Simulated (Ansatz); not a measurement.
**Si₁₆O: molecular dynamics (part 3 of 3)**

Continued. System: Si₁₆O (defect cell, 17 atoms in the cell). Method: DFT LDA, scalar-relativistic, plane waves, PAW, PAW set soft_1, spin-polarised (Ansatz 0.2.0); cutoff 420 eV, 2×2×2 k-mesh, Fermi–Dirac smearing of 0.05 eV, collinear spins. It belongs to a series of runs on one base structure; here: dynamics from the start.

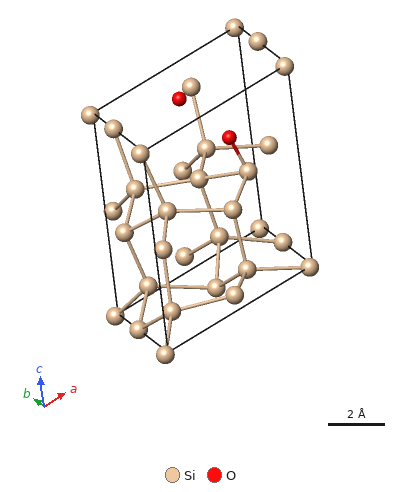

Figure 1. The geometry at step 131 of the log (ball-and-stick view of the cell of the calculation, seen slightly off an axis).

**Trajectory as extended XYZ, continued**
```
17
Lattice="0.0000 5.4300 5.4300 5.4300 0.0000 5.4300 5.4300 5.4300 0.0000" Properties=species:S:1:pos:R:3:forces:R:3 step=65 time_fs=65.0 energy=-10289.38623 temperature=521.3
Si   -0.1896   -0.1615    0.0367   -0.2768  -0.0509  -0.2602
Si    1.3333    1.1220    1.1828   -0.3792   1.3305  -0.7352
Si    2.6666    2.8253    0.1694   -1.1059  -0.3586  -0.5156
Si    3.9286    4.1047    1.5764    0.5856  -0.2841   0.6313
Si    2.6729    0.2249    2.6319    1.7517  -1.4618   0.8844
Si    4.2550    1.3632    3.9848   -1.1217   0.3896   0.4740
Si    5.6256    2.6903    2.6721   -0.7888   1.3753   0.3302
Si    6.8292    4.2674    4.0356    0.4131  -1.1086  -0.1534
Si    0.3411    2.7053    2.4855   -0.1277   0.4123   0.1378
Si    1.2319    3.8718    4.2987    0.8522   0.3506  -0.9919
Si    2.4323    5.4449    2.8459   -0.2598  -0.9411  -0.2470
Si    3.7331    7.0072    3.8720    0.4579  -0.4215   1.4264
Si    2.8379    2.6850    5.4976   -0.0507  -0.8707  -0.6169
Si    4.0302    3.9310    6.9756   -0.0966   1.1149   0.1072
Si    5.3380    5.6110    5.1039   -0.8549   0.3534   0.6370
Si    6.7131    6.7319    6.6721    0.5150  -0.1927  -0.6358
O     9.0452    8.4605    8.4929    0.4866   0.3632  -0.4722
17
Lattice="0.0000 5.4300 5.4300 5.4300 0.0000 5.4300 5.4300 5.4300 0.0000" Properties=species:S:1:pos:R:3:forces:R:3 step=82 time_fs=82.0 energy=-10289.53645 temperature=579.2
Si   -0.1399   -0.0775    0.0432   -1.0153  -1.3029  -0.4780
Si    1.3521    1.1143    1.1278    1.4595   1.2086   1.3198
Si    2.6131    2.8691    0.1443   -0.3387  -0.1730  -0.2754
Si    3.9965    4.1250    1.6088    0.1686  -0.5936  -0.2442
Si    2.8499    0.1852    2.7213   -0.9916  -0.8217  -1.2575
Si    4.1573    1.3820    4.0766    1.1620   0.9979  -0.1422
Si    5.6284    2.6771    2.6642   -0.9185   0.7038   0.4455
Si    6.8722    4.2379    3.9323   -0.2523  -0.6446   0.7485
Si    0.3153    2.7225    2.3747   -0.3839   1.1197   0.9074
Si    1.2639    3.9144    4.2731    0.2209  -0.6064  -0.8368
Si    2.3985    5.3348    2.8466    0.7165   0.7743  -0.3214
Si    3.7668    6.9516    3.9215   -0.7481   0.2990   0.5638
Si    2.9512    2.7474    5.4573   -1.8384  -0.6291   0.4342
Si    4.0945    4.0757    6.8775    0.7010   0.6124  -0.1121
Si    5.2507    5.5068    5.0865    0.6563   0.4940   0.9112
Si    6.7681    6.7153    6.6935    0.1813  -0.3188  -1.3470
O     9.1911    8.4748    8.5314    1.2207  -1.1196  -0.3159
17
Lattice="0.0000 5.4300 5.4300 5.4300 0.0000 5.4300 5.4300 5.4300 0.0000" Properties=species:S:1:pos:R:3:forces:R:3 step=98 time_fs=98.0 energy=-10290.15408 temperature=710.7
Si   -0.1542   -0.0904    0.0196    0.6157  -0.6454   0.3698
Si    1.4856    1.1448    1.1784   -0.6000   0.4000   0.7458
Si    2.5575    2.9223    0.1128    0.7506  -0.5687   0.7900
Si    4.0280    4.1171    1.6489   -0.2942  -0.1297  -1.0794
Si    2.9537    0.0937    2.7691   -1.5728   0.3973  -0.7963
Si    4.1240    1.4183    4.1266    1.7948   0.5662  -0.5637
Si    5.5940    2.7123    2.6577   -0.1547  -0.7193   0.0004
Si    6.9504    4.1440    3.8947   -1.4197   0.2659   0.7614
Si    0.2863    2.8445    2.2841   -0.4973   0.1645   1.5052
Si    1.3217    3.8870    4.2161   -0.6954  -0.2540  -0.5049
Si    2.4135    5.3273    2.8411    1.0249   1.1237  -0.1048
Si    3.7219    6.9488    4.0530   -0.5013   0.0390   0.0516
Si    2.9360    2.7471    5.4607   -1.3583   0.3594   1.3372
Si    4.1721    4.2662    6.8149    0.5155  -0.8758  -1.7172
Si    5.2561    5.4471    5.1290    1.4054   1.2211  -0.2026
Si    6.8400    6.6754    6.6335   -0.6836   0.2447  -0.4163
O     9.4012    8.3217    8.4917    1.6702  -1.5892  -0.1763
17
Lattice="0.0000 5.4300 5.4300 5.4300 0.0000 5.4300 5.4300 5.4300 0.0000" Properties=species:S:1:pos:R:3:forces:R:3 step=115 time_fs=115.0 energy=-10291.10795 temperature=1126.9
Si   -0.0687   -0.1194   -0.0290    0.3043   0.1236   0.9028
Si    1.5439    1.1734    1.2430   -1.2589   0.3514   0.3885
Si    2.5683    2.9491    0.1517    0.7581  -0.7817   0.7571
Si    4.0254    4.0796    1.6261    0.0714   0.7980  -1.0905
Si    2.9337    0.0159    2.7511    0.3525   0.8938  -0.4462
Si    4.2396    1.4653    4.1022   -0.4790  -0.3495   0.2511
Si    5.5481    2.6869    2.6375    0.8576  -0.5728  -0.2695
Si    6.9684    4.0795    3.9333   -1.5829   0.3823  -0.1611
Si    0.2876    2.9551    2.3411    1.9289  -0.6773  -0.4092
Si    1.3548    3.9251    4.1557    0.3189  -0.0708   0.1681
Si    2.4938    5.4128    2.8353    0.2189   0.2001  -0.3688
Si    3.6284    6.9486    4.1405    1.5314  -0.0592  -0.3551
Si    2.8840    2.7633    5.5774    0.0351   0.1144  -0.8313
Si    4.2930    4.3521    6.6378   -0.4992  -0.8021   0.2277
Si    5.3905    5.5021    5.1076    0.3717   1.2840  -1.3537
Si    6.8503    6.6400    6.5215   -0.4001   0.6403   1.2942
O     9.7721    7.9590    8.4391   -2.5287  -1.4747   1.2958
17
Lattice="0.0000 5.4300 5.4300 5.4300 0.0000 5.4300 5.4300 5.4300 0.0000" Properties=species:S:1:pos:R:3:forces:R:3 step=131 time_fs=131.0 energy=-10290.65718 temperature=699.9
Si    0.0277   -0.1270   -0.0228   -0.0295   0.8757   0.6820
Si    1.5105    1.2560    1.3235   -0.6094  -0.2225   0.3092
Si    2.6498    2.9269    0.2570   -0.3247  -0.3460  -1.0879
Si    4.0660    4.1234    1.5362    0.7354   0.6696   0.1619
Si    2.9344    0.0059    2.6985    0.7868   0.4665   0.0381
Si    4.3503    1.4725    4.1018   -1.8450  -0.9862   0.6187
Si    5.5550    2.5889    2.5637    0.5189   1.1136   0.1547
Si    6.9207    4.0646    3.9576   -0.0402  -0.1658  -0.5101
Si    0.3578    3.0044    2.4468   -2.1671  -2.0221  -0.8961
Si    1.3965    3.9847    4.1032    1.0686   0.0737   1.3567
Si    2.5453    5.4897    2.7783    0.0127  -0.6666  -0.0651
Si    3.6575    6.9083    4.2114    0.1596  -1.0457   1.5070
Si    2.8348    2.7722    5.6537    0.8380   0.1933  -2.0022
Si    4.3452    4.3365    6.4964    0.1147  -0.1698   1.2382
Si    5.5601    5.6597    5.0069   -1.3805  -0.8328  -0.4263
Si    6.8077    6.6697    6.5189    0.6113   0.6499   1.7872
O     9.8689    7.5451    8.4538    1.5504   2.4151  -2.8658
17
Lattice="0.0000 5.4300 5.4300 5.4300 0.0000 5.4300 5.4300 5.4300 0.0000" Properties=species:S:1:pos:R:3:forces:R:3 step=147 time_fs=147.0 energy=-10290.56076 temperature=650.0
Si    0.0909   -0.0482    0.0204    0.1415   0.1891   0.2248
Si    1.4064    1.3186    1.3875    1.4608  -0.4760   0.1122
Si    2.6890    2.8673    0.2448   -0.6511   0.5437  -1.0525
Si    4.1141    4.1993    1.4531    0.1792  -0.2684   0.6818
Si    2.9925    0.0025    2.6776   -0.1921   0.3797  -0.0342
Si    4.3300    1.4228    4.1553   -1.3551  -0.0204  -0.5688
Si    5.5817    2.5674    2.5404   -0.9989   1.5467   0.9809
Si    6.8665    4.0563    3.8945    1.1672  -0.5207  -0.2772
Si    0.2695    2.9358    2.5054    0.7437   1.3169  -0.8148
Si    1.5005    4.0188    4.1631   -1.2847   0.1681  -0.6338
Si    2.5343    5.5003    2.7329    1.2527  -0.6996   0.9560
Si    3.7578    6.8555    4.3157    0.7054  -0.3291  -2.4890
Si    2.8288    2.8535    5.5456    1.3847  -1.1527  -0.2885
Si    4.3698    4.3402    6.4516    0.4546   0.1690   1.0580
Si    5.6455    5.7158    4.9049   -0.5359  -0.6597   1.4766
Si    6.8455    6.7260    6.6223    0.3618   0.3801  -0.7523
O     9.9591    7.3527    8.2690   -2.8335  -0.5669   1.4206
17
Lattice="0.0000 5.4300 5.4300 5.4300 0.0000 5.4300 5.4300 5.4300 0.0000" Properties=species:S:1:pos:R:3:forces:R:3 step=164 time_fs=164.0 energy=-10290.87847 temperature=689.5
Si    0.1656    0.0119    0.0391   -0.8054   0.3096  -0.0739
Si    1.3734    1.3332    1.4847    2.2470  -0.5247  -0.6263
Si    2.6487    2.8355    0.1566    0.3101   0.3050  -0.4929
Si    4.1656    4.2113    1.4370   -0.5104  -0.6204  -0.0822
Si    3.0400   -0.0655    2.6306   -0.9422   0.9030   0.1937
Si    4.1521    1.4148    4.1551    0.8678  -0.7178  -0.9152
Si    5.5155    2.6194    2.5825   -0.7114   0.1488   0.1303
Si    6.8915    4.0230    3.7876    0.7873   0.1404   0.8371
Si    0.2003    2.9006    2.5200   -0.7401   0.1802   0.2674
Si    1.5362    4.0730    4.1584   -2.0477  -0.3234  -0.6683
Si    2.6188    5.4671    2.7610    0.8299  -0.6382  -0.0283
Si    3.8680    6.7934    4.2490   -0.9619  -0.1961   0.0710
Si    2.9210    2.8739    5.4305    0.2821  -0.8711   1.1195
Si    4.4352    4.3536    6.4944    0.2685  -0.2606   0.1276
Si    5.7054    5.7245    4.9728    0.2505  -1.1761   0.8393
Si    6.9120    6.7511    6.6517    0.2577   1.0818  -0.0972
O     9.7747    7.1970    8.1585    0.6181   2.2596  -0.6017
17
Lattice="0.0000 5.4300 5.4300 5.4300 0.0000 5.4300 5.4300 5.4300 0.0000" Properties=species:S:1:pos:R:3:forces:R:3 step=180 time_fs=180.0 energy=-10291.09619 temperature=763.7
Si    0.1681    0.0571    0.0171   -0.9016   0.2785   0.3658
Si    1.5149    1.3272    1.5029   -0.1964   0.3751  -1.1137
Si    2.6176    2.8550    0.0843    0.9703  -0.4605  -0.4061
Si    4.1429    4.1403    1.3976    0.1842  -0.0225  -0.8695
Si    3.0176   -0.0846    2.5281   -0.3396   0.6017   0.8251
Si    4.0648    1.3747    4.0647    1.4085  -1.0975  -0.2104
Si    5.3876    2.6562    2.6443    1.1972  -0.1492  -0.4082
Si    6.9834    4.0275    3.7591   -0.8079   0.0936   0.8709
Si    0.0894    2.8643    2.4872    1.2689   0.4348   0.0526
Si    1.4185    4.0923    4.1058   -0.2596  -1.2157   0.0158
Si    2.7932    5.3734    2.7820   -1.7261  -0.6083  -0.9489
Si    3.8743    6.7334    4.1450    0.5837   0.6268   0.9597
Si    3.0306    2.8166    5.4282   -1.6453   0.7946   0.2573
Si    4.4683    4.3693    6.4996    0.1982  -0.6900  -0.4233
Si    5.7818    5.6620    5.1254   -0.1337   0.0792  -0.9313
Si    6.9987    6.8552    6.6852    0.0726   0.1685   0.8923
O     9.6003    7.3351    8.0016    0.1267   0.7911   1.0720
```

This output came from the following input.

**Input**
```yaml
accuracy: low
crystal:
  lattice:
    - [0.0, 5.43, 5.43]
    - [5.43, 0.0, 5.43]
    - [5.43, 5.43, 0.0]
  atoms:
    - { symbol: Si, position: [-0.01619652, -0.00869412, -0.00873848] }
    - { symbol: Si, position: [0.09467119, 0.12286407, 0.12271143] }
    - { symbol: Si, position: [0.01437431, 0.0005664, 0.48259345] }
    - { symbol: Si, position: [0.12646039, 0.12577843, 0.61652898] }
    - { symbol: Si, position: [0.01434424, 0.48273784, 0.00048084] }
    - { symbol: Si, position: [0.12645931, 0.61656945, 0.12576779] }
    - { symbol: Si, position: [0.0014338, 0.49985946, 0.49985863] }
    - { symbol: Si, position: [0.13117577, 0.62178429, 0.62173245] }
    - { symbol: Si, position: [0.45349, 0.02568207, 0.02567135] }
    - { symbol: Si, position: [0.60934248, 0.13216592, 0.13222656] }
    - { symbol: Si, position: [0.49936932, -0.00902497, 0.50593365] }
    - { symbol: Si, position: [0.64116428, 0.07198659, 0.6527704] }
    - { symbol: Si, position: [0.49938157, 0.50587337, -0.00890449] }
    - { symbol: Si, position: [0.6412645, 0.65284766, 0.07189] }
    - { symbol: Si, position: [0.51422664, 0.48478453, 0.48491217] }
    - { symbol: Si, position: [0.62648623, 0.61505206, 0.61519936] }
    - { symbol: O, position: [0.77102889, 0.81168316, 0.81119902] }
magnetization:
  spin_polarized: true
basis:
  ecutwfc: 420.0
kpoints:
  mp_grid: { grid: [2, 2, 2] }
hamiltonian:
  xc: lda
  pseudopotentials: { kind: paw, azcp: { folder: soft_1 } }
scf:
  occupations: { method: fermi_dirac, width: 0.05 }
  lower_state_search: "off"
md:
  timestep: 1
  n_steps: 180
  ensemble: nvt_langevin
  temperature: 600.0
  initial_velocities: maxwell_boltzmann
  seed: 833465
  friction: 0.01
```

Run as:
```bash
ansatz run input.yaml --threads 1 --pin off --max-ram 3072MiB --backend cpu --events-out ev --progress --plain --runs-dir out
```

**Summary**

- outcome: finished
- mean temperature over the second half: 788 K
- trajectory: 180 steps, 180 fs
- ensemble: nvt_langevin
- temperature in the input: 600.0 K
- time step: 1 fs
- electrons treated: 70
- potential energy (free energy of the electrons) (last step): −10291.0962 eV
- Fermi energy (last step): 6.502 eV
- net moment of the cell (last step): 0.00 μB
- integrated absolute moment (last step): 0.00 μB
- largest force (length of the vector) (last step): 2.062 eV/Å
- hardware: 1 thread of Intel Xeon (Sapphire Rapids), 192 GiB of memory available, shared host
- wall time: 16 min
- peak memory: 0.62 GiB

**Remarks**

The program warns: spin is on but no starting moments are given; the PAW datasets were made with another functional. The input asks for low accuracy. The k-point mesh is coarse for a cell of this size, so the results may not be converged. So short a trajectory is not equilibrated. The logged temperature at the start can lie below the typed one, since it is counted over all degrees of freedom. The temperature stays far from the 600 K of the thermostat over the second half: the run isn't equilibrated.
